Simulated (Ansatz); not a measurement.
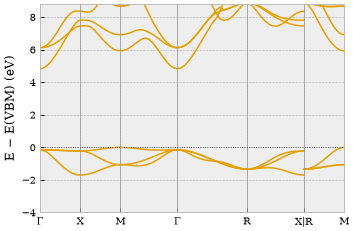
Band structure from the program Ansatz at the r²SCAN level (PAW)

**Question.** Read off the gap and where the band edges lie.

**Answer.** About 4.8 eV (4.82 eV by a search for the band edges); maximum at M, minimum at Γ.

**Question.** Which of these materials gives this?
A) RbCaH3, cubic perovskite
B) CsI, CsCl type
C) CsCl, CsCl type
D) RbBr, CsCl type

**Answer.** D, RbBr, CsCl type

Space group Pm-3m (CsCl type). The workflow started from a Materials Project entry (that database holds measured and hypothetical structures alike); the Crystallography Open Database copy checked does not list it. COD files the formula under space group No. 225. Its standing as an ambient phase is unchecked. The r²SCAN relaxation kept the symmetry of its start; its stability against distortions is not shown here. Spin–orbit coupling is left out wherever it is not named.

Potentials: the later of the program's two PAW sets.
